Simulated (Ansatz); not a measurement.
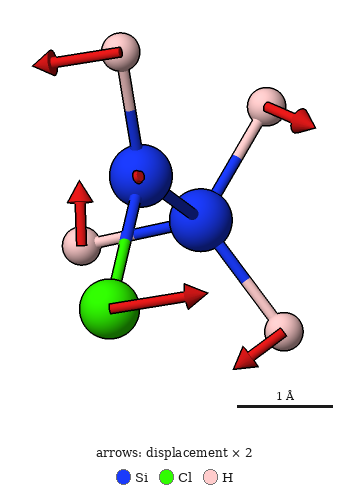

This is a relaxation of Si2H4Cl (charge +1). The starting structure is drawn; red arrows show the displacements, 2 times their true length. The two geometries are superimposed by the best rigid fit.

A ball-and-stick model, seen from a free direction.

All numbers below come from RKS PBE0-D4/def2-TZVP in Ansatz. (force threshold 0.005 eV/Å; at most 200 steps)

What happened in the run?

The Cl atom moves most after the best rigid fit: 0.54 Å. Largest moves by element: Cl 0.54 Å, H 0.51 Å, Si 0.06 Å. Among the contacts that change: Si–Si 2.387 → 2.366 Å, H–Si 1.463 → 1.481 Å, Cl–Si 1.960 → 1.971 Å. Among the angles between lasting bonds that change: Si–Si–H 106.2° → 101.9°, Si–Si–H 105.4° → 101.7°, H–Si–H 113.0° → 115.9°. Groups turn about Si–Si by about 35°. The energy falls by 3.87 kJ/mol in 25 accepted moves (29 points after the start). Largest force component: 0.35 eV/Å at the start, 0.003 eV/Å at the end. The line search rejected the trial steps at points 8, 9, 26, 28 of the run. The forces were under the threshold at step 10, but the run went on from there. The run took 56 s on 2 threads of Arm Neoverse V2, with other jobs on the host.
